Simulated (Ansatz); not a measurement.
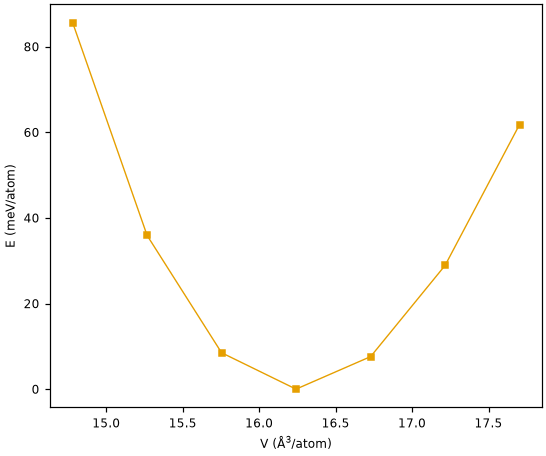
GeMo in space group I4_1md (No. 109; Mo on 4a, Ge on 4a) under volume change, PBE (plane waves, PAW; program Ansatz), shape and atoms relaxed at each volume.

**Question.** What does a third-order Birch–Murnaghan fit give for V₀, B₀ and B′?

**Answer.** V₀ = 16.24 Å³/atom, B₀ = 176 GPa, B′ = 4.4.

The cell is a constructed one: a structure type filled with these elements; neither database checked (COD, Materials Project) lists it. Its standing as an ambient phase is unchecked. Symmetry was held in the PBE relaxation; whether a distortion lowers the energy is not shown. The run is not spin-polarised.

Potentials: the later of the program's two PAW sets.
